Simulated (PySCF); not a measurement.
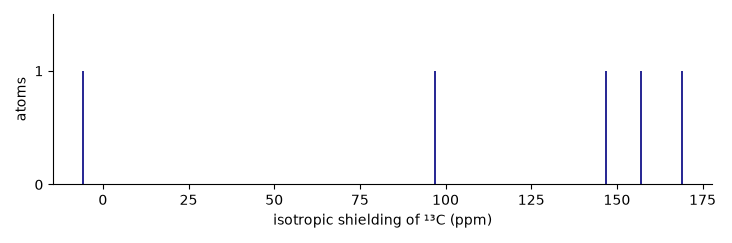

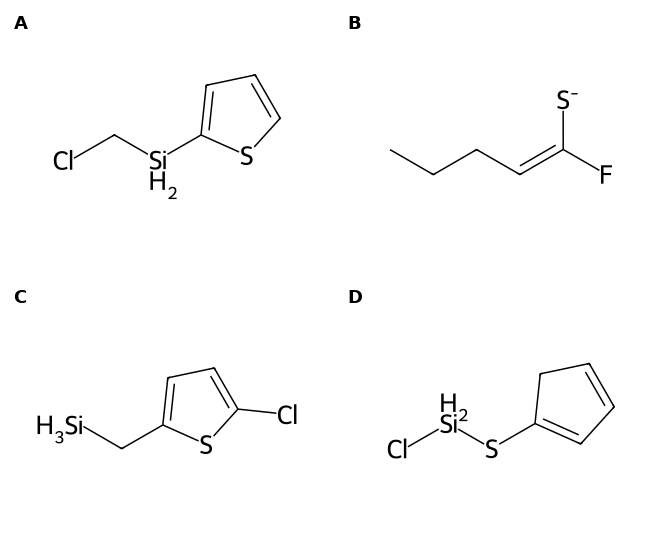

The sticks are computed shieldings of one of the molecules, for one fixed geometry (GFN2-xTB) without averaging over rotations. Low shielding means a high chemical shift. Method: GIAO PBE0/pcSseg-1 NMR shielding, non-relativistic, gas phase (PySCF 2.14.0).

**Match the spectrum to a structure.**

B, `CCC/C=C(/F)[S-]`. Its 5 C atoms give lines at −5.8, 97.0, 146.9, 156.9, 169.0 ppm.

The geometry is semi-empirical. Around Si such bond lengths and angles can be off by a tenth of an ångström or more and by several degrees, and values that hang on the shape move with them.
